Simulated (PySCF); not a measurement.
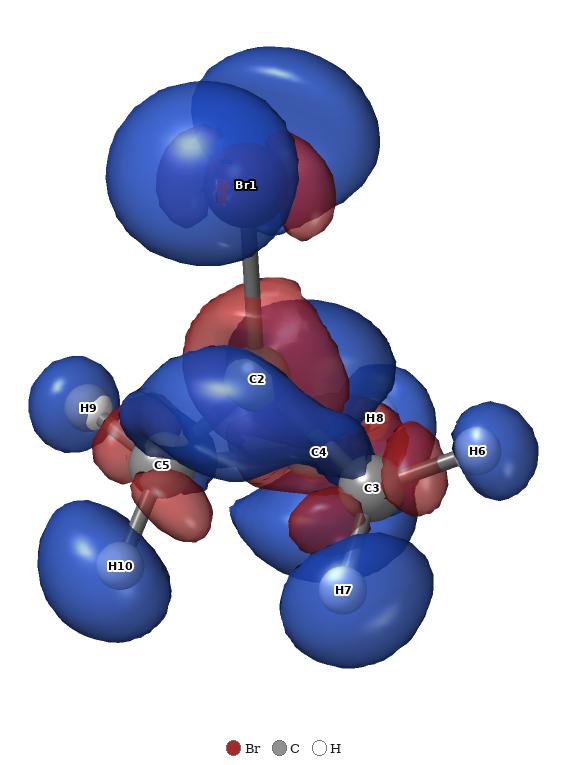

Figure. C4H5Br, SMILES `Br[C@]12C[CH]1C2`. Fukui function f⁻ = ρ(N) − ρ(N−1) at fixed geometry, surfaces at ±0.02 e/Å³ (blue positive, red negative).

Computed with PySCF, ωB97X/aug-cc-pVDZ, geometry: GFN2-xTB. No frequency check shows the geometry to be a minimum. GFN2-xTB bond lengths at metals and heavier atoms can be off by up to 0.1 Å and shapes distorted, which carries into these values.

**Which atoms respond most to the removal of an electron?**

f⁻ (Hirshfeld-condensed) is largest on Br1 (0.33); the vertical ionisation energy is 9.16 eV (the stability of the cation's solution wasn't checked). Condensed values hint at sites of electrophilic attack but needn't mark the atom that reacts. Orbital relaxation makes it negative in places (0.20 e in all).

| atom | f⁻ | charge |
| --- | --- | --- |
| Br1 | +0.33 | −0.01 |
| C2 | +0.10 | −0.03 |
| C3 | +0.07 | −0.09 |
| C4 | +0.15 | −0.07 |
| C5 | +0.07 | −0.09 |
| H6 | +0.05 | +0.06 |
| H7 | +0.07 | +0.05 |
| H8 | +0.06 | +0.07 |
| H9 | +0.05 | +0.06 |
| H10 | +0.07 | +0.05 |

Run time: 20 min on 1 thread of Intel(R) Xeon(R) Processor @ 2.50GHz (Skylake/Cascade Lake), on a shared host, peak memory 1.1 GiB.
